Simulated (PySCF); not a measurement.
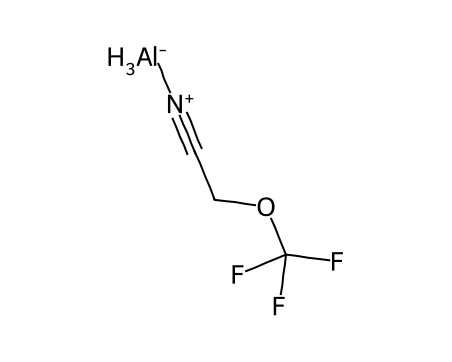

Source: calculation with PySCF.

2D structure.

Write the SMILES.

Answer. FC(F)(F)OCC#[N+][AlH3-]

Give the formula, hydrogens included.

Answer. C3H5AlF3NO.

An optimisation with GFN2-xTB gave a structure of which point group?

Answer. C1. Other conformers may differ.
